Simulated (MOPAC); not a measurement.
**Geometry relaxation, with input and output: Si2H5ClO2 (part 3 of 3)**

Si2H5ClO2, SMILES O[SiH2]O[SiH2]Cl; MNDO, closed shell (MOPAC 23.2.5). The atoms were displaced at random from an optimised geometry.

Geometry of the input (Å):
```
O  1.1581  1.6982  0.3210
Si 1.4118  0.0656  0.3008
O  0.1865  -0.7402  -0.4267
Si -1.4447  -0.7321  -0.6258
Cl -2.2986  0.5104  0.7644
H  0.4345  2.0318  0.8486
H  2.6179  -0.1428  -0.4644
H  1.5044  -0.4535  1.6776
H  -1.9624  -2.0872  -0.4173
H  -1.7792  -0.1831  -1.9572
```

### Trajectory as extended XYZ, continued
```
10
Properties=species:S:1:pos:R:3:forces:R:3 step=44 energy=-10.34937
O     1.5006    1.6941    0.3165    0.0015  -0.0013  -0.0013
Si    1.5489    0.0420    0.2631    0.0023  -0.0016  -0.0006
O     0.0516   -0.4094   -0.2032   -0.0038   0.0024  -0.0011
Si   -1.4518   -0.7505   -0.6187    0.0016  -0.0001  -0.0007
Cl   -2.7041    0.3623    0.7047    0.0004  -0.0021   0.0006
H     0.8917    2.2060    0.7978   -0.0008   0.0013   0.0002
H     2.4790   -0.3525   -0.6824    0.0023   0.0010   0.0007
H     1.8116   -0.4925    1.5154   -0.0005   0.0004   0.0017
H    -1.7378   -2.0813   -0.4071   -0.0023  -0.0007   0.0006
H    -1.7379   -0.3156   -1.8935   -0.0007   0.0007  -0.0001
10
Properties=species:S:1:pos:R:3:forces:R:3 step=46 energy=-10.34937
O     1.4998    1.6940    0.3163    0.0031  -0.0011  -0.0014
Si    1.5489    0.0419    0.2634   -0.0008   0.0007   0.0003
O     0.0518   -0.4095   -0.2040    0.0006  -0.0003   0.0005
Si   -1.4519   -0.7505   -0.6190   -0.0002  -0.0004   0.0000
Cl   -2.7033    0.3624    0.7051    0.0000  -0.0009   0.0002
H     0.8910    2.2058    0.7977   -0.0015   0.0017   0.0007
H     2.4800   -0.3521   -0.6812    0.0012  -0.0004   0.0005
H     1.8106   -0.4921    1.5161   -0.0010   0.0002  -0.0003
H    -1.7389   -2.0810   -0.4067    0.0002   0.0000  -0.0005
H    -1.7379   -0.3158   -1.8938   -0.0016   0.0007  -0.0001
10
Properties=species:S:1:pos:R:3:forces:R:3 step=47 energy=-10.34938
O     1.5000    1.6940    0.3162    0.0019  -0.0015  -0.0005
Si    1.5489    0.0419    0.2634   -0.0002  -0.0002  -0.0001
O     0.0518   -0.4095   -0.2039   -0.0011   0.0003  -0.0005
Si   -1.4518   -0.7504   -0.6189    0.0000  -0.0001  -0.0002
Cl   -2.7036    0.3623    0.7051    0.0005  -0.0012   0.0006
H     0.8907    2.2058    0.7971   -0.0004   0.0012   0.0000
H     2.4802   -0.3524   -0.6810    0.0005   0.0002   0.0004
H     1.8107   -0.4922    1.5160   -0.0010   0.0008   0.0005
H    -1.7388   -2.0809   -0.4071    0.0003  -0.0001  -0.0001
H    -1.7382   -0.3154   -1.8936   -0.0004   0.0006   0.0000
10
Properties=species:S:1:pos:R:3:forces:R:3 step=49 energy=-10.34938
O     1.5003    1.6939    0.3161   -0.0011   0.0008   0.0013
Si    1.5490    0.0418    0.2637    0.0002  -0.0003  -0.0004
O     0.0519   -0.4094   -0.2041   -0.0004  -0.0001  -0.0007
Si   -1.4519   -0.7501   -0.6191    0.0001   0.0000  -0.0001
Cl   -2.7035    0.3619    0.7055    0.0007  -0.0008   0.0010
H     0.8893    2.2060    0.7945    0.0020  -0.0003  -0.0014
H     2.4810   -0.3526   -0.6799   -0.0012  -0.0005  -0.0001
H     1.8104   -0.4921    1.5165   -0.0021   0.0007   0.0005
H    -1.7391   -2.0807   -0.4079    0.0013   0.0000  -0.0001
H    -1.7386   -0.3144   -1.8935    0.0005   0.0005   0.0001
10
Properties=species:S:1:pos:R:3:forces:R:3 step=51 energy=-10.34938
O     1.5009    1.6938    0.3159   -0.0033   0.0037   0.0015
Si    1.5488    0.0416    0.2642    0.0001   0.0002  -0.0004
O     0.0519   -0.4092   -0.2046    0.0016   0.0000   0.0008
Si   -1.4520   -0.7498   -0.6194    0.0008  -0.0002   0.0006
Cl   -2.7033    0.3614    0.7061    0.0006  -0.0003   0.0007
H     0.8880    2.2065    0.7914    0.0035  -0.0017  -0.0020
H     2.4816   -0.3531   -0.6785   -0.0019  -0.0016  -0.0002
H     1.8094   -0.4914    1.5175   -0.0032  -0.0005  -0.0004
H    -1.7393   -2.0804   -0.4086    0.0018  -0.0001  -0.0006
H    -1.7388   -0.3135   -1.8936   -0.0001   0.0006   0.0000
10
Properties=species:S:1:pos:R:3:forces:R:3 step=52 energy=-10.34938
O     1.5016    1.6937    0.3152   -0.0053   0.0062   0.0013
Si    1.5485    0.0415    0.2650   -0.0004   0.0005  -0.0004
O     0.0519   -0.4090   -0.2055    0.0029   0.0010   0.0027
Si   -1.4521   -0.7494   -0.6201    0.0014  -0.0007   0.0014
Cl   -2.7029    0.3606    0.7072    0.0009  -0.0002   0.0000
H     0.8874    2.2076    0.7878    0.0048  -0.0035  -0.0026
H     2.4823   -0.3545   -0.6762   -0.0018  -0.0024   0.0000
H     1.8072   -0.4902    1.5193   -0.0037  -0.0017  -0.0011
H    -1.7393   -2.0802   -0.4100    0.0018  -0.0001  -0.0009
H    -1.7394   -0.3121   -1.8938   -0.0006   0.0009  -0.0003
10
Properties=species:S:1:pos:R:3:forces:R:3 step=54 energy=-10.34941
O     1.5050    1.6939    0.3114   -0.0044   0.0049  -0.0020
Si    1.5469    0.0414    0.2680   -0.0036   0.0019  -0.0005
O     0.0517   -0.4073   -0.2084    0.0010   0.0047   0.0049
Si   -1.4525   -0.7479   -0.6222    0.0014  -0.0014   0.0028
Cl   -2.7022    0.3567    0.7108    0.0019  -0.0016  -0.0015
H     0.8910    2.2124    0.7792    0.0040  -0.0067  -0.0020
H     2.4838   -0.3616   -0.6671    0.0004  -0.0013   0.0014
H     1.7969   -0.4854    1.5261   -0.0013  -0.0025  -0.0015
H    -1.7376   -2.0798   -0.4162    0.0004   0.0003  -0.0006
H    -1.7426   -0.3067   -1.8939    0.0002   0.0016  -0.0009
10
Properties=species:S:1:pos:R:3:forces:R:3 step=55 energy=-10.34943
O     1.5075    1.6944    0.3091    0.0005  -0.0031  -0.0016
Si    1.5467    0.0415    0.2686   -0.0026   0.0017  -0.0004
O     0.0510   -0.4051   -0.2076   -0.0037   0.0015  -0.0012
Si   -1.4525   -0.7474   -0.6223   -0.0015  -0.0001   0.0005
Cl   -2.7040    0.3546    0.7109    0.0002  -0.0020   0.0007
H     0.8979    2.2140    0.7811    0.0006  -0.0031  -0.0007
H     2.4831   -0.3654   -0.6654    0.0013   0.0013   0.0011
H     1.7943   -0.4850    1.5272    0.0015   0.0014   0.0008
H    -1.7353   -2.0801   -0.4182    0.0001   0.0013   0.0006
H    -1.7440   -0.3056   -1.8935    0.0036   0.0011   0.0001
10
Properties=species:S:1:pos:R:3:forces:R:3 step=57 energy=-10.34944
O     1.5147    1.6943    0.3031   -0.0021  -0.0002  -0.0013
Si    1.5449    0.0412    0.2728    0.0000   0.0003  -0.0009
O     0.0497   -0.4004   -0.2103    0.0020  -0.0010   0.0010
Si   -1.4532   -0.7447   -0.6251   -0.0007   0.0003   0.0009
Cl   -2.7050    0.3476    0.7157   -0.0022  -0.0001   0.0009
H     0.9036    2.2200    0.7665    0.0003  -0.0015   0.0001
H     2.4856   -0.3757   -0.6524   -0.0006  -0.0012   0.0002
H     1.7821   -0.4790    1.5362   -0.0005   0.0012  -0.0012
H    -1.7325   -2.0790   -0.4267    0.0004   0.0006  -0.0003
H    -1.7474   -0.2977   -1.8939    0.0035   0.0015   0.0005
10
Properties=species:S:1:pos:R:3:forces:R:3 step=59 energy=-10.34940
O     1.5105    1.6942    0.3100    0.0127  -0.0062  -0.0108
Si    1.5482    0.0417    0.2667    0.0005  -0.0058  -0.0019
O     0.0501   -0.4030   -0.2030   -0.0124  -0.0007  -0.0065
Si   -1.4521   -0.7471   -0.6204    0.0008   0.0010   0.0004
Cl   -2.7091    0.3537    0.7083    0.0011  -0.0015   0.0018
H     0.9007    2.2125    0.7826   -0.0125   0.0135   0.0099
H     2.4793   -0.3654   -0.6720    0.0067   0.0017  -0.0035
H     1.8012   -0.4873    1.5227    0.0042  -0.0015   0.0115
H    -1.7330   -2.0801   -0.4165   -0.0024  -0.0019   0.0014
H    -1.7405   -0.3063   -1.8926    0.0014   0.0015  -0.0023
10
Properties=species:S:1:pos:R:3:forces:R:3 step=60 energy=-10.34944
O     1.5140    1.6943    0.3044    0.0016  -0.0016  -0.0035
Si    1.5457    0.0412    0.2715    0.0008  -0.0013  -0.0010
O     0.0498   -0.4008   -0.2085   -0.0017  -0.0011  -0.0006
Si   -1.4529   -0.7451   -0.6241   -0.0001   0.0001   0.0004
Cl   -2.7061    0.3487    0.7140   -0.0015  -0.0002   0.0012
H     0.9033    2.2183    0.7700   -0.0032   0.0029   0.0027
H     2.4842   -0.3736   -0.6567    0.0013  -0.0007  -0.0010
H     1.7864   -0.4808    1.5333    0.0007   0.0005   0.0019
H    -1.7325   -2.0792   -0.4245   -0.0004   0.0000   0.0000
H    -1.7456   -0.2994   -1.8936    0.0026   0.0015  -0.0002
10
Properties=species:S:1:pos:R:3:forces:R:3 step=62 energy=-10.34945
O     1.5154    1.6940    0.2997   -0.0091   0.0036   0.0060
Si    1.5448    0.0406    0.2744   -0.0001   0.0011   0.0015
O     0.0499   -0.4001   -0.2105    0.0066  -0.0007   0.0036
Si   -1.4531   -0.7428   -0.6261   -0.0003  -0.0010  -0.0002
Cl   -2.7055    0.3453    0.7178    0.0003  -0.0011  -0.0016
H     0.9029    2.2206    0.7607    0.0091  -0.0062  -0.0060
H     2.4876   -0.3796   -0.6474   -0.0048  -0.0002   0.0027
H     1.7783   -0.4761    1.5401    0.0001   0.0029  -0.0058
H    -1.7320   -2.0778   -0.4311   -0.0017   0.0010  -0.0015
H    -1.7459   -0.2919   -1.8938   -0.0001   0.0007   0.0012
10
Properties=species:S:1:pos:R:3:forces:R:3 step=64 energy=-10.34946
O     1.5135    1.6940    0.3026   -0.0008   0.0007   0.0003
Si    1.5461    0.0409    0.2718   -0.0002  -0.0001   0.0008
O     0.0501   -0.4013   -0.2074   -0.0011  -0.0009  -0.0002
Si   -1.4526   -0.7440   -0.6241    0.0006  -0.0007  -0.0003
Cl   -2.7071    0.3479    0.7146    0.0011  -0.0013  -0.0005
H     0.9026    2.2177    0.7685    0.0015   0.0008  -0.0005
H     2.4848   -0.3751   -0.6558   -0.0003   0.0002   0.0000
H     1.7863   -0.4795    1.5344    0.0022   0.0007   0.0012
H    -1.7322   -2.0784   -0.4267   -0.0027  -0.0002  -0.0006
H    -1.7433   -0.2958   -1.8933   -0.0003   0.0007  -0.0001
10
Properties=species:S:1:pos:R:3:forces:R:3 step=65 energy=-10.34946
O     1.5140    1.6940    0.3017   -0.0018   0.0011   0.0011
Si    1.5458    0.0408    0.2724   -0.0004   0.0003   0.0011
O     0.0501   -0.4011   -0.2080    0.0001  -0.0009   0.0003
Si   -1.4527   -0.7436   -0.6246    0.0006  -0.0008  -0.0003
Cl   -2.7069    0.3471    0.7154    0.0010  -0.0013  -0.0008
H     0.9029    2.2184    0.7666    0.0026   0.0000  -0.0013
H     2.4855   -0.3764   -0.6537   -0.0010   0.0001   0.0004
H     1.7844   -0.4784    1.5358    0.0021   0.0010   0.0003
H    -1.7321   -2.0781   -0.4282   -0.0027  -0.0001  -0.0008
H    -1.7437   -0.2944   -1.8933   -0.0005   0.0007   0.0000
10
Properties=species:S:1:pos:R:3:forces:R:3 step=67 energy=-10.34946
O     1.5156    1.6939    0.2983   -0.0030   0.0020   0.0024
Si    1.5451    0.0406    0.2744   -0.0008   0.0011   0.0014
O     0.0499   -0.4003   -0.2088    0.0019  -0.0010   0.0014
Si   -1.4528   -0.7421   -0.6260    0.0005  -0.0013  -0.0003
Cl   -2.7067    0.3444    0.7177    0.0011  -0.0014  -0.0013
H     0.9047    2.2207    0.7607    0.0040  -0.0014  -0.0022
H     2.4869   -0.3809   -0.6475   -0.0021  -0.0001   0.0008
H     1.7791   -0.4750    1.5403    0.0022   0.0013  -0.0012
H    -1.7317   -2.0773   -0.4332   -0.0031   0.0001  -0.0011
H    -1.7444   -0.2893   -1.8933   -0.0008   0.0006   0.0000
10
Properties=species:S:1:pos:R:3:forces:R:3 step=68 energy=-10.34947
O     1.5150    1.6940    0.2993   -0.0006   0.0004   0.0004
Si    1.5456    0.0407    0.2735   -0.0005   0.0005   0.0011
O     0.0499   -0.4008   -0.2075   -0.0007  -0.0009   0.0000
Si   -1.4527   -0.7426   -0.6253    0.0006  -0.0009  -0.0003
Cl   -2.7074    0.3453    0.7165    0.0012  -0.0013  -0.0008
H     0.9048    2.2198    0.7637    0.0016   0.0008  -0.0005
H     2.4858   -0.3793   -0.6508   -0.0006   0.0002   0.0001
H     1.7824   -0.4761    1.5382    0.0024   0.0008   0.0009
H    -1.7320   -2.0775   -0.4318   -0.0029  -0.0001  -0.0007
H    -1.7434   -0.2907   -1.8931   -0.0005   0.0006  -0.0002
10
Properties=species:S:1:pos:R:3:forces:R:3 step=70 energy=-10.34950
O     1.5217    1.6939    0.2830    0.0065  -0.0056  -0.0048
Si    1.5444    0.0402    0.2799    0.0009   0.0010  -0.0004
O     0.0488   -0.4001   -0.2015   -0.0109  -0.0013  -0.0052
Si   -1.4525   -0.7358   -0.6294    0.0006  -0.0005   0.0000
Cl   -2.7122    0.3333    0.7227    0.0017  -0.0014  -0.0002
H     0.9219    2.2288    0.7501   -0.0058   0.0060   0.0044
H     2.4851   -0.3971   -0.6354    0.0041   0.0012  -0.0019
H     1.7742   -0.4603    1.5520    0.0031  -0.0010   0.0070
H    -1.7330   -2.0735   -0.4566   -0.0010   0.0019   0.0005
H    -1.7390   -0.2656   -1.8916    0.0007  -0.0003   0.0007
10
Properties=species:S:1:pos:R:3:forces:R:3 step=72 energy=-10.34950
O     1.5268    1.6934    0.2680   -0.0032  -0.0017   0.0034
Si    1.5411    0.0395    0.2884   -0.0002   0.0031   0.0013
O     0.0483   -0.3992   -0.2043    0.0070   0.0006   0.0034
Si   -1.4531   -0.7297   -0.6355   -0.0017  -0.0001  -0.0002
Cl   -2.7106    0.3223    0.7322    0.0003  -0.0004  -0.0016
H     0.9310    2.2381    0.7296    0.0039  -0.0055  -0.0031
H     2.4908   -0.4141   -0.6102   -0.0048   0.0011   0.0034
H     1.7548   -0.4440    1.5707   -0.0018   0.0023  -0.0078
H    -1.7342   -2.0692   -0.4789    0.0005   0.0014  -0.0005
H    -1.7406   -0.2434   -1.8913    0.0001  -0.0007   0.0017
10
Properties=species:S:1:pos:R:3:forces:R:3 step=73 energy=-10.34951
O     1.5232    1.6936    0.2775    0.0013   0.0011  -0.0012
Si    1.5429    0.0399    0.2834   -0.0005  -0.0011  -0.0002
O     0.0487   -0.4001   -0.2035   -0.0009  -0.0001  -0.0003
Si   -1.4528   -0.7336   -0.6320    0.0003  -0.0002   0.0001
Cl   -2.7107    0.3294    0.7266   -0.0001   0.0002   0.0003
H     0.9240    2.2322    0.7415   -0.0014   0.0014   0.0011
H     2.4879   -0.4031   -0.6248    0.0013  -0.0004  -0.0012
H     1.7659   -0.4540    1.5596    0.0006  -0.0006   0.0019
H    -1.7339   -2.0717   -0.4649   -0.0005  -0.0004   0.0000
H    -1.7401   -0.2574   -1.8916   -0.0001   0.0002  -0.0006
10
Properties=species:S:1:pos:R:3:forces:R:3 step=75 energy=-10.34952
O     1.5230    1.6937    0.2769   -0.0003  -0.0003   0.0002
Si    1.5428    0.0399    0.2836    0.0003   0.0001   0.0000
O     0.0487   -0.4003   -0.2033   -0.0003  -0.0001  -0.0001
Si   -1.4528   -0.7334   -0.6321    0.0000   0.0000  -0.0001
Cl   -2.7106    0.3292    0.7269    0.0002  -0.0001  -0.0002
H     0.9242    2.2324    0.7413    0.0002  -0.0001  -0.0002
H     2.4881   -0.4036   -0.6243   -0.0002   0.0002   0.0002
H     1.7658   -0.4534    1.5601    0.0001   0.0002  -0.0001
H    -1.7342   -2.0716   -0.4658   -0.0001   0.0001   0.0000
H    -1.7398   -0.2565   -1.8916    0.0000   0.0000   0.0002
```

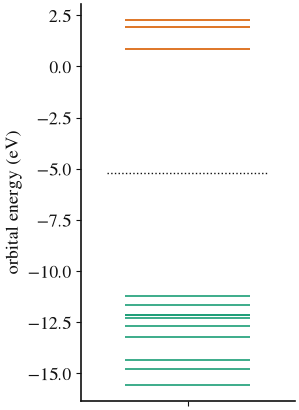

Orbital energies near the frontier; the dotted line parts filled from empty levels, and levels within 0.02 eV of each other stand side by side. Highest filled −11.24 eV, lowest empty 0.85 eV, 12.09 eV apart.

### Summary

```csv
quantity,value
outcome,converged
total energy,−45.993035 hartree
dispersion energy,0.000000 hartree
heat of formation,−238.67 kcal/mol
basis functions,25
largest force,0.000 eV/Å
HOMO,−11.24 eV
LUMO,0.85 eV
dipole moment,3.27 D
peak memory,0.071 GiB
```

### Remarks

MOPAC's energies along a path are heats of formation.
